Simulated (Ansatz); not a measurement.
# Calculations on C2H4O3Si

### Relaxation

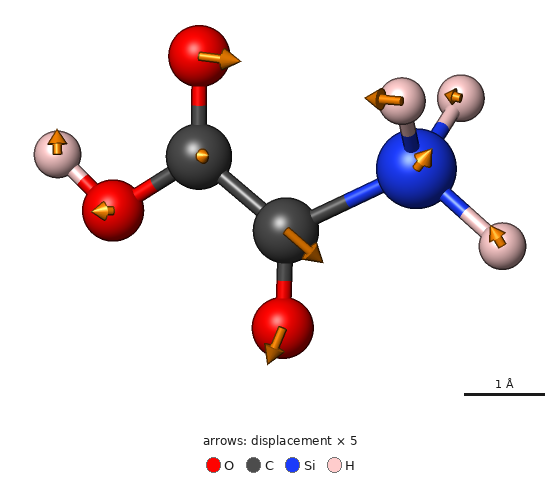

A relaxation of C₂H₄O₃Si. The starting structure is drawn; orange arrows show the displacements, magnified 5 times. The two geometries are superimposed by the best rigid fit.

A ball-and-stick model, seen at a tilt.

The run prepares an end point of a later path (torsion) calculation, from a guessed geometry.

Computed with RKS r2SCANh-D4/STO-3G in Ansatz. Set-up: no spin polarisation; force threshold 0.015 eV/Å; at most 40 steps.

**Describe the change and its energy.**

The energy falls by 54.7 kJ/mol in 8 accepted moves (9 points after the start). Largest force component: 3.4 eV/Å at the start, 0.0034 eV/Å at the end. The line search rejected the trial step at point 2 of the run. The largest move after the best rigid fit is that of a C atom, 0.13 Å. By element the largest moves are C 0.13 Å, O 0.11 Å, H 0.11 Å, Si 0.07 Å. Near-neighbour distances that change, for instance: C–C 1.496 → 1.585 Å, C–O 1.340 → 1.412 Å, H–Si 1.510 → 1.443 Å, C–Si 1.887 → 1.918 Å. Bond angles that change, for instance: O–C–Si 117.7° → 127.6°, C–Si–H 115.2° → 109.3°, C–C–Si 117.2° → 111.8°.

Limits of the set-up: STO-3G is a minimal basis, so the numbers are rough.

### Relaxation

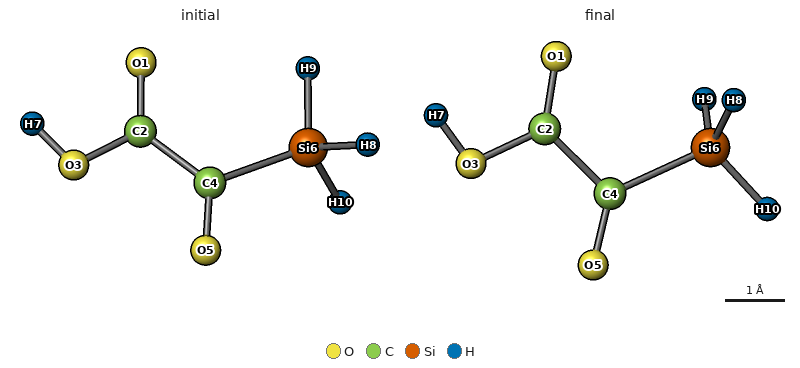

The structure of C$_{2}$H$_{4}$O$_{3}$Si before (left) and after (right) a relaxation, at one scale.

A ball-and-stick model, seen at a tilt.

The run prepares an end point of a later path (torsion) calculation, from a guessed geometry.

Method: RKS r2SCANh-D4/STO-3G in Ansatz. (no spin polarisation; force threshold 0.015 eV/Å; at most 40 steps)

**Summarise the run.**

H8 moves most after the best rigid fit: 0.95 Å. By element the largest moves are H 0.95 Å, O 0.80 Å, C 0.39 Å, Si 0.10 Å. Among the contacts that change: C2–C4 1.496 → 1.585 Å, C2–O3 1.340 → 1.412 Å, Si6–H10 1.510 → 1.442 Å, Si6–H9 1.500 → 1.443 Å. Among the angles between lasting bonds that change: O5–C4–Si6 117.7° → 127.6°, C4–Si6–H9 115.2° → 109.0°, C2–C4–Si6 117.2° → 111.8°. Groups turn about C4–Si6 by about 60°. The energy falls by 0.573 eV in 23 accepted moves (26 points after the start). The largest force component goes from 3.5 to 0.0028 eV/Å. The line search rejected the trial steps at points 9, 12, 19 of the run. The forces were under the threshold at step 7, but the run went on from there.

Limits of the set-up: STO-3G is a minimal basis, so the numbers are rough.

### Path

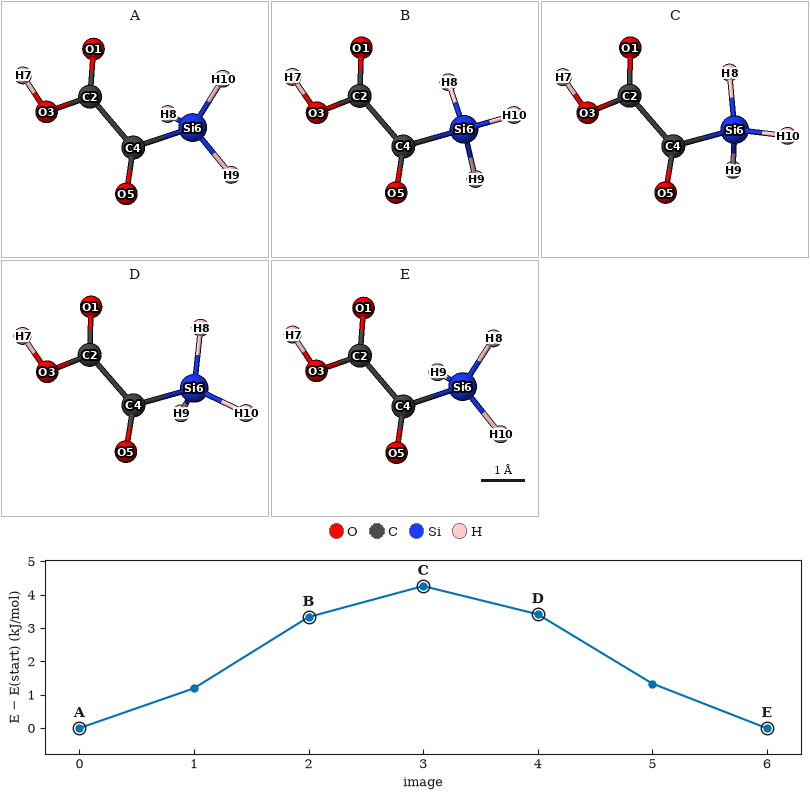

A search for the minimum-energy path of C2H4O3Si by the nudged elastic band. Images are numbered from 0 (start) to 6 (end). Frames A to E are images 0, 2, 3, 4, 6. The picture is a ball-and-stick view, seen at a tilt.

The calculation used RKS r2SCANh-D4/STO-3G (Ansatz). Settings: 5 movable images; climbing image; force threshold 0.03 eV/Å; iteration limit 60; starting path through a guess of the saddle point.

Read off the barrier and say what moves.

The two ends have the same energy, and the highest point, image 3, lies 4.26 kJ/mol above the start. The motion is a rotation about the C4–Si6 bond by about 120°. No bond forms or breaks between the ends. Among the angles between lasting bonds that change up to the highest image: C2–C4–Si6 111.8° → 115.3°, O1–C2–C4 125.0° → 127.1°. The band converged in 7 iterations. The largest component of the band force went from 5.7 to 0.023 eV/Å. The climbing image converged on the top of the path. Its vibrational analysis gives one imaginary mode (77i cm⁻¹), as a transition state must have.

Limits of the set-up: STO-3G is a minimal basis, so the numbers are rough.
